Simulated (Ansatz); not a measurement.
**CHB (singlet): correlated methods under varied settings at distance B1–H3 = 1.469 Å**

What do other methods and options give for CHB (singlet) at this geometry, and how long do they take?

Method: the settings change from run to run; program: Ansatz 0.2.0, Gaussian basis.

18 further runs of the same task are left out: 3 for a known fault of the program, 11 that didn't finish, 4 set aside as unsound or not needed.

## (1) What is computed

The geometry derives from a PBE0/def2-TZVP stationary point (not a proven minimum). One bond is set to the value named and the two fragments are kept rigid.

3 atoms, charge 0, spin multiplicity 1.

Atoms are counted from 1 here; the program's logs count them from 0.

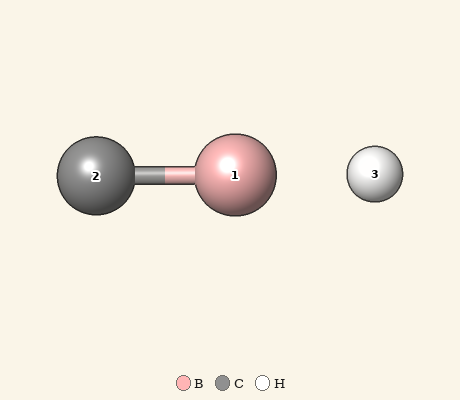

The structure; boron pink, carbon grey, hydrogen white; atoms are numbered from 1 in the order of the file.

## (2) BCCD(T) on RHF/6-31G

in.yaml reads:

```yaml
crystal:
  periodic: [false, false, false]
  atoms:
    - {symbol: B, position_ang: [0.000000, 0.000000, 0.001614]}
    - {symbol: C, position_ang: [0.000000, 0.000000, 1.465771]}
    - {symbol: H, position_ang: [0.000000, 0.000000, -1.467386]}
basis:
  gaussian: {orbitals: 6-31G}
magnetization: {spin_polarized: false}
correlation: {method: bccd_t, electrons: outside_noble_gas}
accuracy: high
```

Run with:

```
$ ansatz run in.yaml --threads 1 --pin off --events-out ev --progress --plain --max-ram 2393MiB
```

What it wrote, cut to the lines that bear on the results:

```text
Functional definition: HF
  name "HF"
  cite "Fock, Z. Phys. 61, 126 (1930) doi:10.1007/BF01340294"
  parent pbe
[...]
465 factors; integrals over basis functions are off by at most 2.6e-9 eV
[...]
mean field -1709.84793015 eV, -62.8357524566 hartree, gradient 3.1e-8 eV, S^2 0.000000; 5 other end points of the search recorded, 0 dependent functions left out; unrestricted orbitals would lower it
determinant -1709.84793015 eV, -62.8357524566 hartree, with singles and doubles -1713.80566702 eV, -62.9811966038 hartree
determinant -1706.32528727 eV, -62.7062977182 hartree, with singles and doubles -1711.58000562 eV, -62.8994050559 hartree
2 core orbitals not correlated: weight in the atoms' cores, before any rotation towards them, 1.000 or more for the frozen orbitals, at most 0.000 for the correlated occupied ones
reference -1709.84793015 eV, -62.8357524566 hartree; 4, 4 occupied and 14, 14 virtual orbitals, 465 factors
second order -3.04471998 eV of doubles, -0.00000000 eV of singles
cycle   1  -3.95001992 eV  change    7.7e-3 eV  update   7.2e-3
[...]
cycle  28  -3.95002039 eV  change   7.2e-10 eV  update  8.3e-10
perturbative correction -0.13878748 eV, -0.0051003460 hartree
Total energy: -1713.93673803 eV, -62.9860133745 hartree
```

Wall time 0.39 s (1 thread of Arm Neoverse V2, shared host).

From the report: correlation -4.0888 eV; largest double amplitude 0.17.

## (3) BCCD on RHF/def2-TZVP

Changes to in.yaml since step 2:

```diff
@@ -7,5 +7,6 @@
 basis:
-  gaussian: {orbitals: 6-31G}
+  gaussian: {orbitals: def2-TZVP}
 magnetization: {spin_polarized: false}
-correlation: {method: bccd_t, electrons: outside_noble_gas}
+correlation: {method: bccd, electrons: valence}
 accuracy: high
+scf: {omitted_lower_state_checks: [cluster_reference]}
```

The command is unchanged.

What it wrote, cut to the lines that bear on the results:

```text
Functional definition: HF
  name "HF"
  cite "Fock, Z. Phys. 61, 126 (1930) doi:10.1007/BF01340294"
  parent pbe
[...]
998 factors; integrals over basis functions are off by at most 3.7e-9 eV
[...]
mean field -1711.18372953 eV, -62.8848421782 hartree, gradient 1.9e-8 eV, S^2 0.000000; 6 other end points of the search recorded, 0 dependent functions left out; unrestricted orbitals would lower it
2 core orbitals not correlated: weight in the atoms' cores, before any rotation towards them, 1.000 or more for the frozen orbitals, at most 0.000 for the correlated occupied ones
reference -1711.18372953 eV, -62.8848421782 hartree; 4, 4 occupied and 62, 62 virtual orbitals, 998 factors
second order -5.37554229 eV of doubles, -0.00000000 eV of singles
cycle   1  -5.97401006 eV  change   -6.0e-1 eV  update   7.6e-2
[...]
cycle  35  -6.35179097 eV  change   2.3e-10 eV  update  2.9e-10
Total energy: -1717.53552049 eV, -63.1182661907 hartree
Checks for a lower state left out: cluster_reference
```

Wall time 2.6 s (1 thread of Arm Neoverse V2, shared host); peak memory 0.26 GiB.

From the report: correlation -6.3518 eV; largest double amplitude 0.10.

## (4) BCCD on UHF/def2-SVP

in.yaml reads:

```yaml
crystal:
  periodic: [false, false, false]
  atoms:
    - {symbol: B, position_ang: [0.000000, 0.000000, 0.001614]}
    - {symbol: C, position_ang: [0.000000, 0.000000, 1.465771]}
    - {symbol: H, position_ang: [0.000000, 0.000000, -1.467386]}
basis:
  gaussian: {orbitals: def2-SVP}
magnetization: {spin_polarized: true, initial_magnetization: 0}
correlation: {method: bccd, electrons: valence}
```

Same command.

What it wrote, cut to the lines that bear on the results:

```text
Functional definition: HF
  name "HF"
  cite "Fock, Z. Phys. 61, 126 (1930) doi:10.1007/BF01340294"
  parent pbe
[...]
343 factors; integrals over basis functions are off by at most 9.5e-4 eV
[...]
mean field -1710.23139405 eV, -62.8498444949 hartree, gradient 1.5e-6 eV, S^2 1.004493; 22 other end points of the search recorded, 0 dependent functions left out
determinant -1710.23139405 eV, -62.8498444949 hartree, with singles and doubles -1715.20268645 eV, -63.0325361207 hartree
determinant -1709.45628451 eV, -62.8213597446 hartree, with singles and doubles -1714.65331587 eV, -63.0123471245 hartree
determinant -1709.18064265 eV, -62.8112300932 hartree, with singles and doubles -1714.63652550 eV, -63.0117300899 hartree
determinant -1709.17825183 eV, -62.8111422320 hartree, with singles and doubles -1714.63904543 eV, -63.0118226955 hartree
determinant -1705.64451388 eV, -62.6812797578 hartree, with singles and doubles -1712.38897127 eV, -62.9291339954 hartree
determinant -1710.23139405 eV, -62.8498444949 hartree, with singles and doubles -1715.21754295 eV, -63.0330820872 hartree
determinant -1709.45628451 eV, -62.8213597446 hartree, with singles and doubles -1714.71778330 eV, -63.0147162588 hartree
2 core orbitals not correlated: weight in the atoms' cores, before any rotation towards them, 1.000 or more for the frozen orbitals, at most 0.000 for the correlated occupied ones
reference -1710.23139405 eV, -62.8498444949 hartree; 4, 4 occupied and 27, 27 virtual orbitals, 343 factors
second order -4.06879602 eV of doubles, -0.00000000 eV of singles
cycle   1  -4.97833259 eV  change    7.8e-3 eV  update   7.5e-3
[...]
cycle  10  -4.97721163 eV  change   -2.0e-8 eV  update   5.2e-6
WARN: the results are in doubt because among natural orbitals full CI differs from the method by +0.558 eV
Total energy: -1715.20860568 eV, -63.0327536484 hartree
In doubt: among natural orbitals full CI differs from the method by +0.558 eV
```

It took 2.4 s on 1 thread of Arm Neoverse V2, shared host.

From the report: ⟨S²⟩ of the determinant 1.004 (pure singlet: 0.00); correlation -4.9772 eV; largest double amplitude 0.15. The determinant is far from a pure spin state, so its energy mixes those of several spin states (harmless only where they are near-degenerate, as at dissociation). The program marks this result as in doubt; its last lines say why.

## (5) CCSDT/6-31++G**

Changes to in.yaml since step 4:

```diff
@@ -7,4 +7,6 @@
 basis:
-  gaussian: {orbitals: def2-SVP}
+  gaussian: {orbitals: "6-31++G**"}
 magnetization: {spin_polarized: true, initial_magnetization: 0}
-correlation: {method: bccd, electrons: valence}
+hamiltonian: {xc: {name: PBE0}}
+correlation: {method: ccsdt, electrons: outside_noble_gas}
+accuracy: high
```

Same command.

What it wrote, cut to the lines that bear on the results:

```text
Functional definition: PBE0
  name "PBE0"
  cite "Adamo & Barone, J. Chem. Phys. 110, 6158 (1999) doi:10.1063/1.478522"
  cite "Perdew, Burke & Ernzerhof, Phys. Rev. Lett. 77, 3865 (1996) doi:10.1103/PhysRevLett.77.3865"
  parent pbe
[...]
788 factors; integrals over basis functions are off by at most 3.1e-9 eV
[...]
mean field -1719.90698718 eV, -63.2054159842 hartree, gradient 2.1e-8 eV, S^2 1.002437; 6 other end points of the search recorded, 0 dependent functions left out
2 core orbitals not correlated: weight in the atoms' cores, before any rotation towards them, 1.000 or more for the frozen orbitals, at most 0.000 for the correlated occupied ones
reference -1711.53568233 eV, -62.8977762050 hartree; 4, 4 occupied and 38, 38 virtual orbitals, 788 factors
second order -4.39865394 eV of doubles, -0.13898975 eV of singles
cycle   1  -4.93934098 eV  change   -4.1e-1 eV  update   7.6e-2
[...]
cycle  41  -5.74111415 eV  change  -9.2e-11 eV  update  1.3e-10
WARN: the results are in doubt because among natural orbitals full CI differs from the method by +0.799 eV
Total energy: -1717.27679648 eV, -63.1087582585 hartree
In doubt: among natural orbitals full CI differs from the method by +0.799 eV
```

It took 22 s on 1 thread of Arm Neoverse V2, shared host.

From the report: ⟨S²⟩ of the determinant 1.002 (pure singlet: 0.00); correlation -5.7411 eV; T1 0.008; largest double amplitude 0.65. The determinant is far from a pure spin state, so its energy mixes those of several spin states (harmless only where they are near-degenerate, as at dissociation). The orbitals are Kohn-Sham ones, so correlation energy and T1 don't compare with those on Hartree-Fock orbitals. The program marks this result as in doubt; its last lines say why.

## (6) All runs side by side

Where basis and cores are those of an earlier FCI/6-31G run (-1714.0422 eV), and the state is the same kind, the miss against it is given. † marks a result that the program doubts.

```csv
level,correlated,functions,energy (eV),from FCI (meV),time
BCCD(T) on RHF/6-31G,outside noble gas,20,-1713.9367,105.5,0.39 s
BCCD on RHF/def2-TZVP,valence,68,-1717.5355,,2.6 s
BCCD on UHF/def2-SVP †,valence,33,-1715.2086,,2.4 s
CCSDT/6-31++G** (on PBE0 orbitals) †,outside noble gas,44,-1717.2768,,22 s
```

## (7) Outcome

| quantity | value |
| --- | --- |
| runs | 4 |
| quickest | BCCD(T) on RHF/6-31G, 0.39 s |
| slowest | CCSDT/6-31++G** (on PBE0 orbitals) †, 22 s |

What this shows: Total energies in different bases, with other cores or another treatment of relativity can't be set against each other. CCSDT/6-31++G** (on PBE0 orbitals) † took 56 times as long as BCCD(T) on RHF/6-31G; the jobs differ in more than the method.
